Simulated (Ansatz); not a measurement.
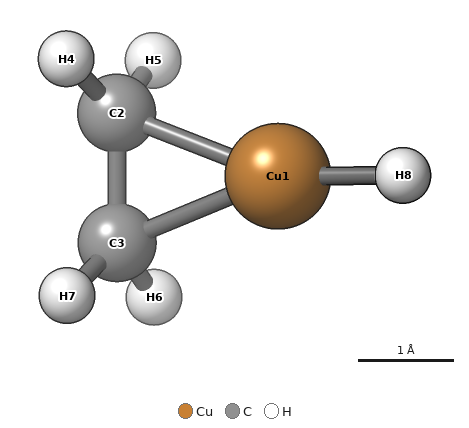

**Figure 1.** The input geometry (ball-and-stick view, seen at a tilt; atoms are numbered from 1 in the order of the input). Sticks mark near contacts.

**Run report: C₂H₅Cu, molecular dynamics**

The run: molecular dynamics of C₂H₅Cu (Cu(C2H4)H). Method and program: RKS BLYP-d3bj/6-31G* (Ansatz 0.2.0).

The geometry comes from this level: r2SCAN-D4/def2-TZVP. Figures and captions count atoms from 1; the log counts them from 0 in places.

Input file:
```yaml
crystal:
  periodic: [false, false, false]
  atoms:
    - {symbol: Cu, position_ang: [-0.003024, 0.004481, -1.315304]}
    - {symbol: C, position_ang: [-0.386184, 0.559494, 0.638581]}
    - {symbol: C, position_ang: [0.387896, -0.562077, 0.632555]}
    - {symbol: H, position_ang: [0.053609, 1.548703, 0.723854]}
    - {symbol: H, position_ang: [-1.467074, 0.499172, 0.723794]}
    - {symbol: H, position_ang: [-0.051302, -1.552035, 0.712865]}
    - {symbol: H, position_ang: [1.469267, -0.502575, 0.712940]}
    - {symbol: H, position_ang: [-0.003177, 0.004837, -2.829286]}
basis:
  gaussian: {orbitals: "6-31G*"}
hamiltonian: {xc: {name: BLYP}, dispersion: d3bj}
md: {timestep: 0.5 fs, n_steps: 15, ensemble: nvt_nose_hoover, temperature: 300, initial_velocities: maxwell_boltzmann, seed: 421}
scf: {omitted_lower_state_checks: [starts]}
```

Hardware: 4 threads of Arm Neoverse V1, 23 GiB of memory available, shared host.

Run as:
```bash
ansatz run in.yaml --threads 4 --pin off --events-out ev --progress --plain --max-ram 3916MiB
```

What the program printed:
```
Functional definition: BLYP
  name "BLYP"
  cite "Becke, Phys. Rev. A 38, 3098 (1988) doi:10.1103/PhysRevA.38.3098"
  cite "Lee, Yang & Parr, Phys. Rev. B 37, 785 (1988) doi:10.1103/PhysRevB.37.785"
  parameter beta = 0.0042
  parameter a = 0.04918
  parameter b = 0.132
  parameter c = 0.2533
  parameter d = 0.349
  exchange = b88_x(beta = beta)
  correlation = lyp_c(a = a, b = b, c = c, d = d)
these checks for a lower state are left out or cut short: starts
920 factors; their error is unknown
mean field evaluation 1: about -46780.8024 eV, gradient 5.5e1 eV
mean field evaluation 2: about -46764.9452 eV, gradient 1.0e2 eV
mean field evaluation 4: about -46788.3643 eV, gradient 5.8e0 eV
mean field evaluation 8: about -46788.4610 eV, gradient 7.1e-2 eV
mean field evaluation 16: about -46788.4193 eV, gradient 1.7e-4 eV
mean field -46788.41934433 eV, -1719.4426965746 hartree, gradient 6.7e-5 eV, S^2 0.000000; 0 other end points of the search recorded, 0 dependent functions left out
the calculation of the forces begins
reference -46788.41967397 eV, -1719.4427086886 hartree; 23, 23 occupied and 53, 53 virtual orbitals, 920 factors
md step     0: t =     0.00 fs  T =   300.0 K  F+E_penalty+E_count = -46788.70682179 eV  E_kin = 0.232668 eV  conserved = -46788.47415379 eV  (28 SCF iters)
these checks for a lower state are left out or cut short: starts, cluster_reference, orbital_swaps, neighbouring_geometries, increment
920 factors; their error is unknown
mean field -46788.41030426 eV, -1719.4423643581 hartree, gradient 1.1e-5 eV, S^2 0.000000; 0 other end points of the search recorded, 0 dependent functions left out
[... from here on the field's lines of each further geometry are left out, up to the last ...]
md step     1: t =     0.50 fs  T =   288.6 K  F+E_penalty+E_count = -46788.69774599 eV  E_kin = 0.223831 eV  conserved = -46788.47391532 eV  (33 SCF iters)
md step     2: t =     1.00 fs  T =   259.0 K  F+E_penalty+E_count = -46788.67418636 eV  E_kin = 0.200858 eV  conserved = -46788.47332923 eV  (33 SCF iters)
md step     3: t =     1.50 fs  T =   222.6 K  F+E_penalty+E_count = -46788.64527578 eV  E_kin = 0.172644 eV  conserved = -46788.47263373 eV  (33 SCF iters)
md step     4: t =     2.00 fs  T =   192.9 K  F+E_penalty+E_count = -46788.62176794 eV  E_kin = 0.149643 eV  conserved = -46788.47213124 eV  (33 SCF iters)
md step     5: t =     2.50 fs  T =   179.7 K  F+E_penalty+E_count = -46788.61142343 eV  E_kin = 0.139404 eV  conserved = -46788.47203083 eV  (33 SCF iters)
md step     6: t =     3.00 fs  T =   185.1 K  F+E_penalty+E_count = -46788.61583227 eV  E_kin = 0.143522 eV  conserved = -46788.47233071 eV  (34 SCF iters)
md step     7: t =     3.50 fs  T =   203.2 K  F+E_penalty+E_count = -46788.63038240 eV  E_kin = 0.157574 eV  conserved = -46788.47284018 eV  (34 SCF iters)
md step     8: t =     4.00 fs  T =   224.1 K  F+E_penalty+E_count = -46788.64708468 eV  E_kin = 0.173818 eV  conserved = -46788.47331460 eV  (34 SCF iters)
md step     9: t =     4.50 fs  T =   238.3 K  F+E_penalty+E_count = -46788.65830252 eV  E_kin = 0.184782 eV  conserved = -46788.47358706 eV  (34 SCF iters)
md step    10: t =     5.00 fs  T =   239.7 K  F+E_penalty+E_count = -46788.65941514 eV  E_kin = 0.185892 eV  conserved = -46788.47361212 eV  (33 SCF iters)
md step    11: t =     5.50 fs  T =   227.4 K  F+E_penalty+E_count = -46788.64967864 eV  E_kin = 0.176360 eV  conserved = -46788.47343007 eV  (33 SCF iters)
md step    12: t =     6.00 fs  T =   204.7 K  F+E_penalty+E_count = -46788.63172559 eV  E_kin = 0.158749 eV  conserved = -46788.47311172 eV  (34 SCF iters)
md step    13: t =     6.50 fs  T =   177.8 K  F+E_penalty+E_count = -46788.61049001 eV  E_kin = 0.137920 eV  conserved = -46788.47272874 eV  (34 SCF iters)
md step    14: t =     7.00 fs  T =   154.5 K  F+E_penalty+E_count = -46788.59201917 eV  E_kin = 0.119843 eV  conserved = -46788.47235727 eV  (33 SCF iters)
the calculation of the forces begins
reference -46788.29807339 eV, -1719.4382399496 hartree; 23, 23 occupied and 53, 53 virtual orbitals, 920 factors
these checks for a lower state are left out or cut short: starts
920 factors; their error is unknown
mean field -46788.29774370 eV, -1719.4382278339 hartree, gradient 2.2e-5 eV, S^2 0.000000; 0 other end points of the search recorded, 0 dependent functions left out
the calculation of the forces begins
reference -46788.29807339 eV, -1719.4382399496 hartree; 23, 23 occupied and 53, 53 virtual orbitals, 920 factors
md step    15: t =     7.50 fs  T =   142.2 K  F+E_penalty+E_count = -46788.58218338 eV  E_kin = 0.110299 eV  conserved = -46788.47208900 eV  (13 SCF iters)
```

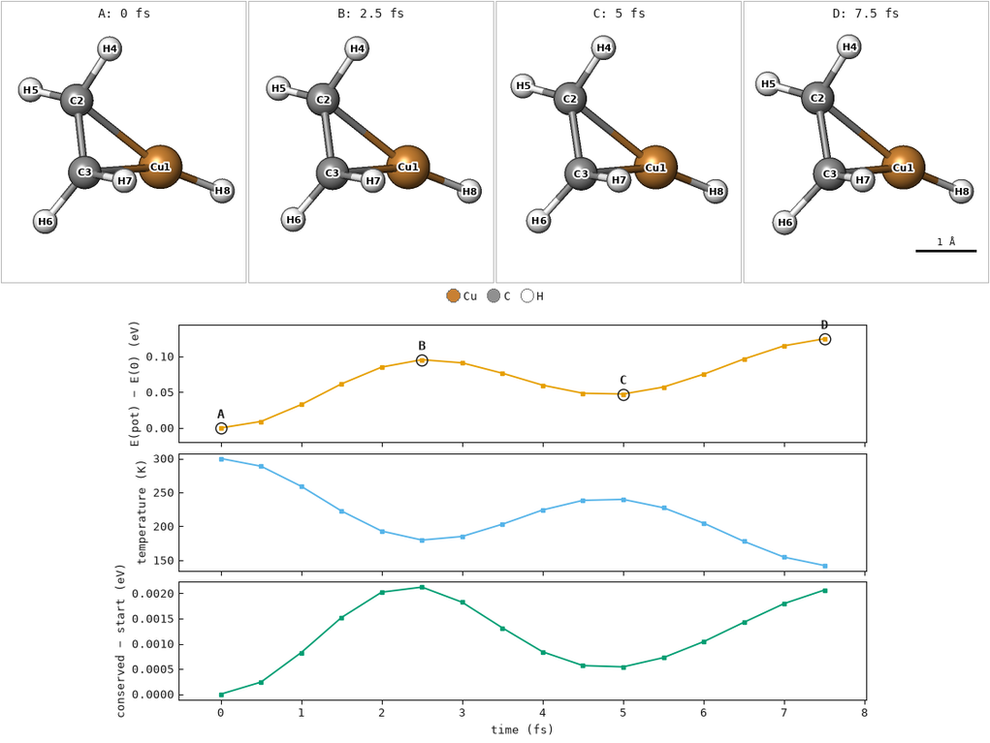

**Figure 2.** Frames of the molecular dynamics (ball-and-stick, seen at a tilt) above the curves, on which the letters mark them. The trajectory kept here has 16 frames over 7.5 fs. The temperature starts at 300 K, ranges from 142 to 300 K and averages 201 K over the second half. The potential energy ends 0.125 eV above its first value. The conserved quantity stays within 0.0021 eV. After an unweighted best fit of the last frame on the first, the root-mean-square displacement is 0.07 Å.

```
Total energy: -46788.58251307 eV, -1719.4486929149 hartree
Atom 0 at     0.001415     0.001350    -1.318103 Å, force    -0.122727     0.137450     1.435179 eV/Å
Atom 1 at    -0.419318     0.589691     0.659716 Å, force     0.283003    -0.997258    -0.909193 eV/Å
Atom 2 at     0.418348    -0.576525     0.604964 Å, force    -3.410048     0.001403    -0.752055 eV/Å
Atom 3 at     0.072935     1.561089     0.821048 Å, force    -0.261773    -0.058287     0.052569 eV/Å
Atom 4 at    -1.558175     0.572264     0.799843 Å, force     1.567297    -0.175400    -0.170746 eV/Å
Atom 5 at    -0.115376    -1.584191     0.721204 Å, force     0.948278     1.084696    -0.061221 eV/Å
Atom 6 at     1.464214    -0.526943     0.806291 Å, force     0.944192     0.037078     0.203781 eV/Å
Atom 7 at    -0.110187    -0.014421    -2.850862 Å, force     0.051779    -0.029683     0.201686 eV/Å
Dipole moment:     0.033365     0.011808     0.694925 e Å
Checks for a lower state left out: starts
```

Trajectory as extended XYZ (Å, eV, eV/Å), 16 frames, from step=0 to step=15:
```
8
Properties=species:S:1:pos:R:3:forces:R:3 step=0 time_fs=0.0 energy=-46788.70682 temperature=300.0
Cu   -0.0030    0.0045   -1.3153    0.0043  -0.0063   1.2431
C    -0.3862    0.5595    0.6386   -0.4754   0.6890  -1.1202
C     0.3879   -0.5621    0.6326    0.4719  -0.6836  -1.1303
H     0.0536    1.5487    0.7239    0.0695   0.3146   0.2521
H    -1.4671    0.4992    0.7238   -0.3189   0.0465   0.2520
H    -0.0513   -1.5520    0.7129   -0.0688  -0.3146   0.2510
H     1.4693   -0.5026    0.7129    0.3184  -0.0473   0.2510
H    -0.0032    0.0048   -2.8293   -0.0012   0.0017   0.0013
8
Properties=species:S:1:pos:R:3:forces:R:3 step=1 time_fs=0.5 energy=-46788.69775 temperature=288.6
Cu   -0.0027    0.0043   -1.3158    0.0002   0.0065   1.2241
C    -0.3904    0.5616    0.6417    0.2501   0.5039  -1.1860
C     0.3892   -0.5645    0.6322    0.7946   0.0043  -1.1403
H     0.0576    1.5479    0.7269    0.0357   0.3040   0.2520
H    -1.4590    0.5051    0.7244   -0.7619   0.0088   0.2913
H    -0.0546   -1.5393    0.7086   -0.1900  -0.7384   0.2926
H     1.4831   -0.5014    0.7175   -0.1306  -0.0874   0.2119
H    -0.0106    0.0038   -2.8341    0.0018  -0.0017   0.0543
8
Properties=species:S:1:pos:R:3:forces:R:3 step=2 time_fs=1.0 energy=-46788.67419 temperature=259.0
Cu   -0.0024    0.0040   -1.3163   -0.0046   0.0189   1.2082
C    -0.3946    0.5638    0.6447    0.9427   0.3395  -1.2433
C     0.3907   -0.5669    0.6316    1.0630   0.6440  -1.1415
H     0.0618    1.5477    0.7305   -0.0084   0.2712   0.2482
H    -1.4527    0.5111    0.7257   -1.1630  -0.0251   0.3243
H    -0.0584   -1.5283    0.7050   -0.2992  -1.1171   0.3271
H     1.4966   -0.5005    0.7226   -0.5358  -0.1265   0.1719
H    -0.0181    0.0027   -2.8388    0.0052  -0.0048   0.1050
8
Properties=species:S:1:pos:R:3:forces:R:3 step=3 time_fs=1.5 energy=-46788.64528 temperature=222.6
Cu   -0.0021    0.0038   -1.3167   -0.0106   0.0306   1.1963
C    -0.3986    0.5660    0.6473    1.5353   0.1940  -1.2884
C     0.3924   -0.5692    0.6307    1.2355   1.1749  -1.1326
H     0.0658    1.5483    0.7347   -0.0603   0.2214   0.2412
H    -1.4492    0.5171    0.7278   -1.4634  -0.0526   0.3470
H    -0.0629   -1.5199    0.7022   -0.3728  -1.3989   0.3513
H     1.5089   -0.4998    0.7281   -0.8728  -0.1617   0.1332
H    -0.0255    0.0016   -2.8433    0.0091  -0.0077   0.1519
8
Properties=species:S:1:pos:R:3:forces:R:3 step=4 time_fs=2.0 energy=-46788.62177 temperature=192.9
Cu   -0.0018    0.0036   -1.3171   -0.0178   0.0417   1.1890
C    -0.4022    0.5683    0.6497    1.9678   0.0636  -1.3176
C     0.3944   -0.5713    0.6297    1.2823   1.5472  -1.1124
H     0.0698    1.5493    0.7395   -0.1168   0.1611   0.2314
H    -1.4492    0.5229    0.7307   -1.6112  -0.0721   0.3557
H    -0.0682   -1.5150    0.7002   -0.3894  -1.5404   0.3622
H     1.5190   -0.4996    0.7339   -1.1282  -0.1907   0.0977
H    -0.0330    0.0005   -2.8474    0.0134  -0.0104   0.1939
8
Properties=species:S:1:pos:R:3:forces:R:3 step=5 time_fs=2.5 energy=-46788.61142 temperature=179.7
Cu   -0.0015    0.0034   -1.3174   -0.0264   0.0521   1.1867
C    -0.4055    0.5706    0.6519    2.2031  -0.0557  -1.3286
C     0.3966   -0.5730    0.6284    1.1884   1.7349  -1.0807
H     0.0735    1.5508    0.7449   -0.1739   0.0967   0.2193
H    -1.4531    0.5285    0.7344   -1.5765  -0.0837   0.3480
H    -0.0745   -1.5137    0.6991   -0.3362  -1.5199   0.3585
H     1.5265   -0.4998    0.7400   -1.2965  -0.2117   0.0667
H    -0.0404   -0.0007   -2.8510    0.0180  -0.0128   0.2303
8
Properties=species:S:1:pos:R:3:forces:R:3 step=6 time_fs=3.0 energy=-46788.61583 temperature=185.1
Cu   -0.0012    0.0032   -1.3177   -0.0362   0.0618   1.1898
C    -0.4083    0.5729    0.6538    2.2386  -0.1673  -1.3212
C     0.3990   -0.5744    0.6269    0.9552   1.7431  -1.0390
H     0.0767    1.5525    0.7507   -0.2281   0.0342   0.2054
H    -1.4607    0.5340    0.7390   -1.3625  -0.0890   0.3231
H    -0.0817   -1.5160    0.6989   -0.2138  -1.3445   0.3401
H     1.5308   -0.5005    0.7462   -1.3760  -0.2235   0.0416
H    -0.0477   -0.0018   -2.8540    0.0227  -0.0149   0.2601
8
Properties=species:S:1:pos:R:3:forces:R:3 step=7 time_fs=3.5 energy=-46788.63038 temperature=203.2
Cu   -0.0009    0.0029   -1.3179   -0.0469   0.0709   1.1984
C    -0.4107    0.5752    0.6554    2.1046  -0.2738  -1.2968
C     0.4017   -0.5755    0.6251    0.5986   1.6045  -0.9903
H     0.0794    1.5542    0.7571   -0.2761  -0.0215   0.1902
H    -1.4716    0.5392    0.7444   -1.0038  -0.0906   0.2828
H    -0.0893   -1.5216    0.6994   -0.0367  -1.0469   0.3090
H     1.5319   -0.5017    0.7525   -1.3673  -0.2256   0.0238
H    -0.0550   -0.0030   -2.8565    0.0275  -0.0169   0.2829
8
Properties=species:S:1:pos:R:3:forces:R:3 step=8 time_fs=4.0 energy=-46788.64708 temperature=224.1
Cu   -0.0006    0.0027   -1.3181   -0.0584   0.0794   1.2126
C    -0.4127    0.5774    0.6567    1.8532  -0.3768  -1.2589
C     0.4044   -0.5762    0.6232    0.1434   1.3679  -0.9388
H     0.0815    1.5559    0.7639   -0.3153  -0.0671   0.1741
H    -1.4849    0.5442    0.7504   -0.5550  -0.0915   0.2302
H    -0.0970   -1.5296    0.7007    0.1716  -0.6753   0.2679
H     1.5297   -0.5035    0.7588   -1.2717  -0.2179   0.0145
H    -0.0622   -0.0043   -2.8583    0.0323  -0.0186   0.2984
8
Properties=species:S:1:pos:R:3:forces:R:3 step=9 time_fs=4.5 energy=-46788.65830 temperature=238.3
Cu   -0.0003    0.0025   -1.3183   -0.0702   0.0875   1.2322
C    -0.4143    0.5796    0.6578    1.5416  -0.4773  -1.2117
C     0.4072   -0.5766    0.6211   -0.3828   1.0840  -0.8893
H     0.0828    1.5575    0.7711   -0.3436  -0.1005   0.1574
H    -1.4996    0.5490    0.7570   -0.0752  -0.0938   0.1697
H    -0.1043   -1.5393    0.7027    0.3855  -0.2791   0.2201
H     1.5244   -0.5058    0.7652   -1.0919  -0.2006   0.0153
H    -0.0694   -0.0056   -2.8593    0.0367  -0.0202   0.3063
8
Properties=species:S:1:pos:R:3:forces:R:3 step=10 time_fs=5.0 energy=-46788.65942 temperature=239.7
Cu    0.0000    0.0023   -1.3183   -0.0818   0.0953   1.2569
C    -0.4155    0.5816    0.6587    1.2195  -0.5756  -1.1592
C     0.4099   -0.5769    0.6188   -0.9529   0.7957  -0.8462
H     0.0832    1.5588    0.7788   -0.3600  -0.1207   0.1404
H    -1.5144    0.5535    0.7640    0.3851  -0.0991   0.1053
H    -0.1107   -1.5497    0.7052    0.5826   0.1004   0.1688
H     1.5165   -0.5086    0.7717   -0.8333  -0.1744   0.0273
H    -0.0765   -0.0069   -2.8596    0.0408  -0.0218   0.3067
8
Properties=species:S:1:pos:R:3:forces:R:3 step=11 time_fs=5.5 energy=-46788.64968 temperature=227.4
Cu    0.0003    0.0021   -1.3184   -0.0928   0.1031   1.2862
C    -0.4166    0.5835    0.6593    0.9227  -0.6714  -1.1049
C     0.4125   -0.5769    0.6164   -1.5408   0.5332  -0.8126
H     0.0829    1.5598    0.7867   -0.3638  -0.1279   0.1233
H    -1.5283    0.5579    0.7713    0.7900  -0.1079   0.0408
H    -0.1157   -1.5598    0.7080    0.7469   0.4344   0.1168
H     1.5067   -0.5118    0.7782   -0.5067  -0.1402   0.0510
H    -0.0834   -0.0083   -2.8592    0.0444  -0.0232   0.2995
8
Properties=species:S:1:pos:R:3:forces:R:3 step=12 time_fs=6.0 energy=-46788.63173 temperature=204.7
Cu    0.0006    0.0019   -1.3184   -0.1027   0.1109   1.3195
C    -0.4174    0.5853    0.6597    0.6728  -0.7637  -1.0513
C     0.4147   -0.5769    0.6138   -2.1182   0.3149  -0.7898
H     0.0816    1.5605    0.7950   -0.3551  -0.1231   0.1061
H    -1.5403    0.5619    0.7786    1.1180  -0.1202  -0.0210
H    -0.1189   -1.5688    0.7112    0.8689   0.7057   0.0663
H     1.4956   -0.5153    0.7848   -0.1311  -0.0998   0.0853
H    -0.0903   -0.0097   -2.8581    0.0474  -0.0247   0.2850
8
Properties=species:S:1:pos:R:3:forces:R:3 step=13 time_fs=6.5 energy=-46788.61049 temperature=177.8
Cu    0.0009    0.0017   -1.3184   -0.1111   0.1192   1.3560
C    -0.4182    0.5869    0.6599    0.4805  -0.8506  -1.0001
C     0.4165   -0.5768    0.6110   -2.6509   0.1507  -0.7760
H     0.0795    1.5610    0.8035   -0.3344  -0.1082   0.0886
H    -1.5496    0.5657    0.7859    1.3587  -0.1359  -0.0779
H    -0.1200   -1.5762    0.7145    0.9438   0.9062   0.0189
H     1.4842   -0.5191    0.7916    0.2637  -0.0552   0.1270
H    -0.0970   -0.0112   -2.8563    0.0496  -0.0262   0.2635
8
Properties=species:S:1:pos:R:3:forces:R:3 step=14 time_fs=7.0 energy=-46788.59202 temperature=154.5
Cu    0.0011    0.0015   -1.3183   -0.1178   0.1280   1.3949
C    -0.4188    0.5884    0.6599    0.3501  -0.9295  -0.9525
C     0.4177   -0.5767    0.6080   -3.0970   0.0454  -0.7661
H     0.0766    1.5611    0.8122   -0.3028  -0.0856   0.0709
H    -1.5557    0.5692    0.7930    1.5086  -0.1544  -0.1283
H    -0.1188   -1.5814    0.7179    0.9702   1.0328  -0.0240
H     1.4735   -0.5230    0.7988    0.6375  -0.0088   0.1696
H    -0.1037   -0.0128   -2.8539    0.0511  -0.0279   0.2355
8
Properties=species:S:1:pos:R:3:forces:R:3 step=15 time_fs=7.5 energy=-46788.58218 temperature=142.2
Cu    0.0014    0.0014   -1.3181   -0.1227   0.1374   1.4352
C    -0.4193    0.5897    0.6597    0.2830  -0.9973  -0.9092
C     0.4183   -0.5765    0.6050   -3.4100   0.0014  -0.7521
H     0.0729    1.5611    0.8210   -0.2618  -0.0583   0.0526
H    -1.5582    0.5723    0.7998    1.5673  -0.1754  -0.1707
H    -0.1154   -1.5842    0.7212    0.9483   1.0847  -0.0612
H     1.4642   -0.5269    0.8063    0.9442   0.0371   0.2038
H    -0.1102   -0.0144   -2.8509    0.0518  -0.0297   0.2017
```

Summary:

```csv
quantity,value
outcome,finished
mean temperature over the second half,201 K
trajectory,"15 steps, 7.5 fs"
ensemble,nvt_nose_hoover
temperature in the input,300 K
time step,0.5 fs
potential energy (last step),−46788.5825 eV
mean-field energy (last step),−46788.2981 eV
dispersion energy (last step),−0.2844 eV
SCF solution under orbital rotations (last step),stable
largest force (length of the vector) (last step),3.492 eV/Å
dipole moment (last step),3.34 D
wall time,15 s (CPU time 52 s)
peak memory,0.31 GiB
```

Notes:

So short a trajectory is not equilibrated. The temperature stays far from the 300 K of the thermostat over the second half: the run isn't equilibrated.
